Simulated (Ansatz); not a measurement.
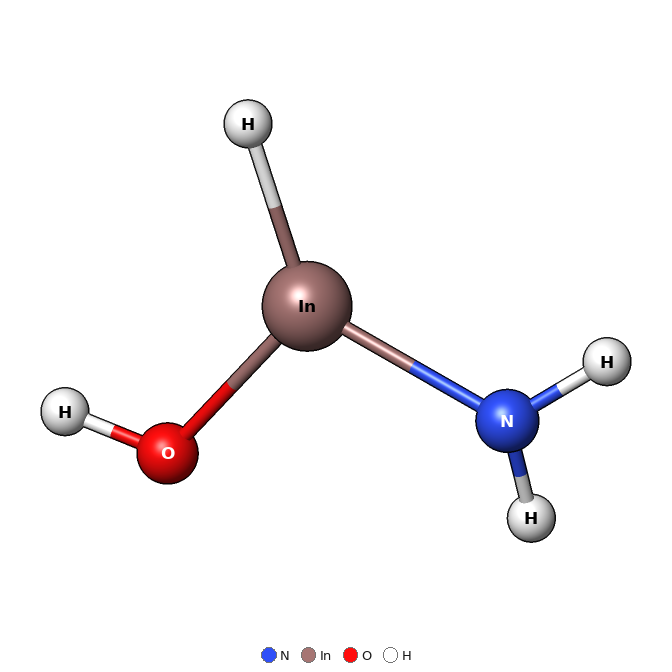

Harmonic vibrations computed with RKS PBE0-D4/def2-TZVP, core potentials on In (Ansatz 0.2.0) at a stationary point of the same level.

Q: Is this a minimum or a saddle point?

A: A minimum: no imaginary frequency, and the lowest mode lies at 133 cm⁻¹.

Q: How many vibrational modes are there, and where do they lie?

A: 15 modes: 133, 285, 314, 322, 429, 436, 597, 629, 746, 794, 1549, 1872, 3587, 3695, 3905 cm⁻¹.
